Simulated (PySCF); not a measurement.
# C6H5N3, SMILES `c1ccc2[nH]nnc2c1`: electronic structure

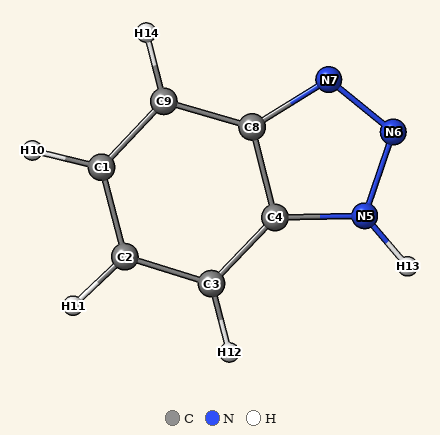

The molecule, with its atoms numbered as below. No frequency check shows the geometry to be a minimum.

Geometry (Å), atoms numbered from 1:

```
C1       2.0933   -0.6789    0.0000
C2       2.0709    0.7235    0.0000
C3       0.8927    1.4352    0.0000
C4      -0.2799    0.6904    0.0000
N5      -1.6068    0.9912    0.0000
N6      -2.3283   -0.1409    0.0000
N7      -1.5670   -1.1481    0.0000
C8      -0.2684   -0.7278    0.0000
C9       0.9390   -1.4253    0.0000
H10      3.0508   -1.1780    0.0000
H11      3.0095    1.2574    0.0000
H12      0.8771    2.5143    0.0000
H13     -2.0574    1.8916    0.0000
H14      0.9497   -2.5028    0.0000
```

### 1. Bonding charge

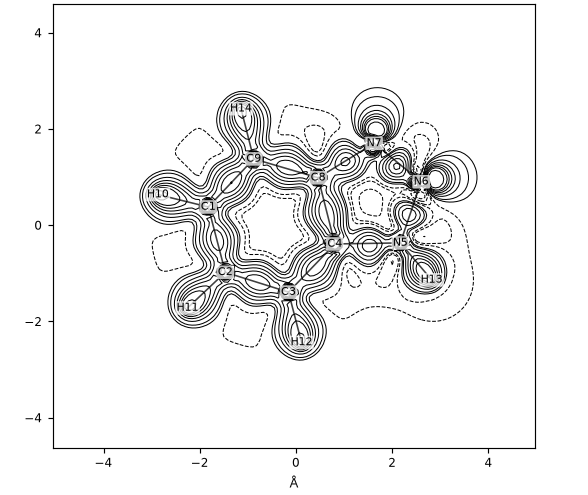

Deformation density (molecule less spherical, spin-averaged free atoms) in the molecular plane; contours at ±0.05 to ±0.8 e/Å³; solid lines: gain, dashed lines: loss.

Method: TPSS/6-31G*; geometry: GFN2-xTB; program: PySCF.

Question: How much density has each bond in this plane gained at its critical point, relative to the free atoms?

Answer: The five largest and four smallest: N5–H13: +0.76 e/Å³ at the bond critical point (bond length 1.01 Å, Mayer order 0.8). C9–H14: +0.67 e/Å³ at the bond critical point (bond length 1.08 Å, Mayer order 0.9). C2–H11: +0.66 e/Å³ at the bond critical point (bond length 1.08 Å, Mayer order 0.9). C1–H10: +0.66 e/Å³ at the bond critical point (bond length 1.08 Å, Mayer order 0.9). C3–H12: +0.65 e/Å³ at the bond critical point (bond length 1.08 Å, Mayer order 0.9). N6–N7: +0.51 e/Å³ at the bond critical point (bond length 1.26 Å, Mayer order 1.6). N7–C8: +0.47 e/Å³ at the bond critical point (bond length 1.36 Å, Mayer order 1.2). N5–N6: +0.35 e/Å³ at the bond critical point (bond length 1.34 Å, Mayer order 1.2). C4–N5: +0.29 e/Å³ at the bond critical point (bond length 1.36 Å, Mayer order 0.9). In all, 3.1 electrons gather in the regions of gain relative to the promolecule.

Question: Where do the Hirshfeld charges lie?

Answer: The highest Hirshfeld charge is on H13 (+0.16 e), the lowest on N7 (−0.14 e).

### 2. Bond critical points

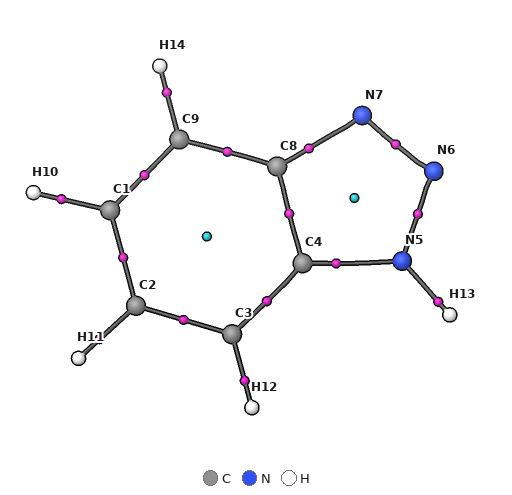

Molecular graph of the electron density (QTAIM): bond paths, bond critical points (magenta), ring points (cyan, if any); weak paths are dashed.

Question: How many critical points of each kind are there, and does the count close?

Answer: 14 nuclei, 15 bond, 2 ring and 0 cage critical points: 14 − 15 + 2 − 0 = 1, as the Poincaré–Hopf relation requires.

Question: What does the calculation give at each kind of bond critical point?

Answer:
| bond | length (Å) | ρ (a.u.) | ∇²ρ (a.u.) | ε | H (a.u.) |
| --- | --- | --- | --- | --- | --- |
| N6–N7 | 1.263 | 0.451 | −1.03 | 0.15 | −0.534 |
| N5–N6 | 1.343 | 0.374 | −0.68 | 0.15 | −0.383 |
| N5–H13 | 1.007 | 0.336 | −1.72 | 0.03 | −0.469 |
| N7–C8 | 1.365 | 0.329 | −1.04 | 0.12 | −0.503 |
| C1–C9 | 1.375 | 0.320 | −0.89 | 0.25 | −0.332 |
| C2–C3 | 1.376 | 0.319 | −0.88 | 0.26 | −0.330 |
| C8–C9 | 1.394 | 0.310 | −0.85 | 0.19 | −0.311 |
| C4–N5 | 1.361 | 0.310 | −0.58 | 0.09 | −0.493 |
| C3–C4 | 1.389 | 0.309 | −0.85 | 0.21 | −0.315 |
| C1–C2 | 1.403 | 0.305 | −0.82 | 0.19 | −0.301 |
| C4–C8 | 1.418 | 0.305 | −0.80 | 0.21 | −0.298 |
| C9–H14 | 1.078 | 0.283 | −1.00 | 0.01 | −0.287 |
| C2–H11 | 1.080 | 0.282 | −0.99 | 0.01 | −0.284 |
| C1–H10 | 1.080 | 0.281 | −0.98 | 0.02 | −0.284 |
| C3–H12 | 1.079 | 0.280 | −0.97 | 0.02 | −0.282 |

Question: What kind of interaction is C2–H11?

Answer: Shared-shell (covalent): ρ = 0.282, ∇²ρ = −0.99, H = −0.284 a.u.

### 3. Electrostatic potential

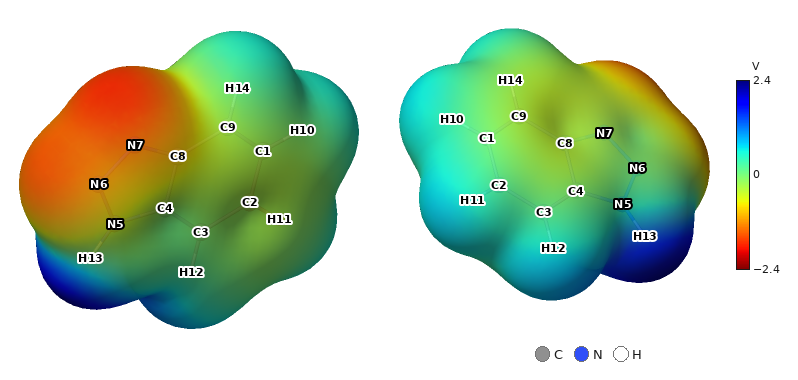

Electrostatic potential on the surface of electron density 0.001 a.u. (back view left, front view right).

Question: Where are the extremes of the potential on the surface?

Answer: Highest: 2.38 V, 1.2 Å from H13. Further maxima include 0.79 V, 1.3 Å from H11; 0.68 V, 1.3 Å from H10. Lowest: −1.78 V, 1.9 Å from N7. Further minima include −1.55 V, 1.8 Å from N6; −0.45 V, off the C1–C9 bond (2.1 Å from its atoms), and at like points elsewhere. The surface is sampled at points, so like sites can differ by a few per cent and only the strongest of them is named.

Question: What volume does the surface enclose, and what is the dipole moment?

Answer: About 138 Å³; the dipole moment is 3.9 D.

### 4. Excited states

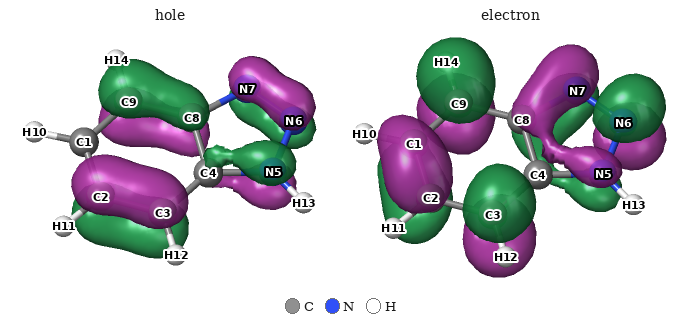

Leading natural transition orbital pair of S₃ (TDA singlet states); the surfaces enclose about 70 % of each orbital's density.

Method: BHandHLYP/def2-SVP; geometry: GFN2-xTB; program: PySCF. Without diffuse functions Rydberg states are missing, so the states' numbers hold for this basis only.

Question: Characterise the state.

Answer: 5.89 eV (211 nm), f = 0.122 (bright), π → π*; the leading pair carries 77 %; hole on C2 and C3 (15 % each), C9 (13 %) and C8 (11 %), electron on C9 (16 %), N6 (14 %) and C3 (13 %) (shares are of the whole state, not of the leading pair alone); their centroids lie 0.2 Å apart. In canonical orbitals it is mainly HOMO−1 → LUMO (45 %). The HOMO–LUMO gap is 7.76 eV.

### 5. Removing or adding an electron

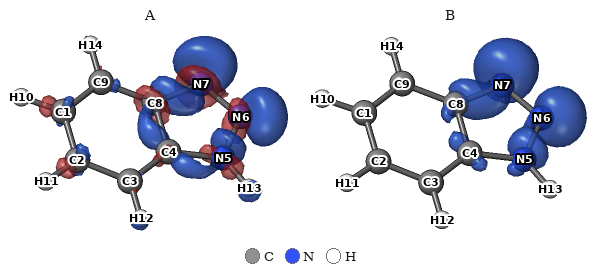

The Fukui function f⁻ from two separate SCF calculations and the density of the HOMO, at ±0.04 e/Å³ (blue positive, red negative).

Method: PBE/def2-SVP; geometry: GFN2-xTB; program: PySCF.

Question: Which panel is which, and how good is the frozen-orbital picture?

Answer: A is f⁻ (it has negative regions), B the HOMO density. The HOMO lies on N7 (48 %), N6 (30 %) and C8 (8 %); f⁻ (Hirshfeld-condensed) is largest on N7 (0.24) and N6 (0.17); the vertical ionisation energy is 9.22 eV (the stability of the cation's solution wasn't checked). Relaxation shifts 39 % of the electron between atoms. The orbital energy is −5.77 eV.

### 6. Localised orbitals

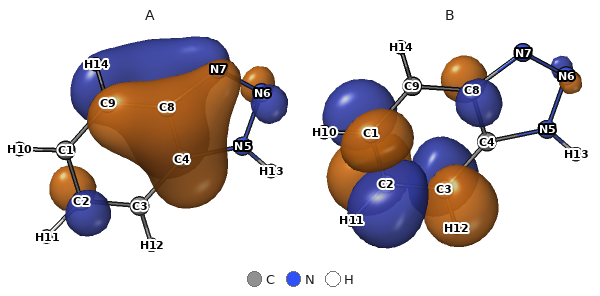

Intrinsic bond orbitals (IBO), occupied and valence-virtual; each surface holds about 85 % of the orbital's density. Energies are diagonal elements of the Fock matrix.

Level of theory: HF/6-311+G** (PySCF), at a geometry from GFN2-xTB.

Question: Identify each orbital.

Answer: By panel:
- A: delocalised π orbital mainly over C8, C4 and C9 and further atoms (C8 52 %, C4 21 %, C9 15 %; −11.8 eV)
- B: delocalised π* orbital mainly over C2, C3 and C1 (C2 51 %, C3 28 %, C1 15 %; 7.0 eV)

### 7. Magnetic shielding

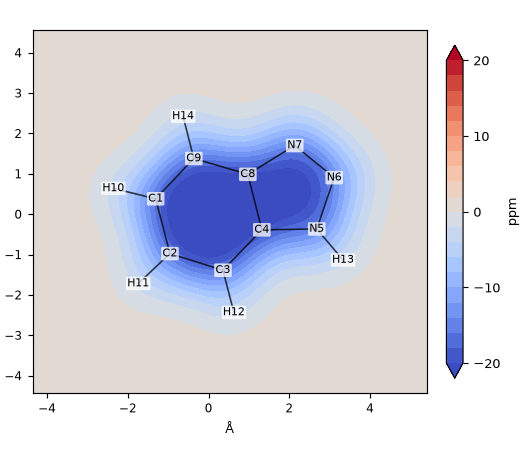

NICSzz (the component normal to the ring) 1.7 Å above the plane of the 6-membered ring C1/C2/C3/C4/C8/C9; GIAO shieldings; atoms are projected onto the map; negative values mean shielding.

Computed with PySCF, HF/6-31G*, geometry: GFN2-xTB.

Question: What does the map say about the ring?

Answer: It is strongly diatropic (aromatic): NICS(0) = −12.9, NICS(1) = −13.5, NICS(1)zz = −32.9 ppm. The 5-membered ring C4/N5/N6/N7/C8 is strongly diatropic (aromatic): NICS(0) = −14.1, NICS(1) = −14.2, NICS(1)zz = −34.5 ppm.

Question: What absolute proton shieldings does the same calculation give?

Answer: From 21.8 ppm (H13) to 25.4 ppm (H10).
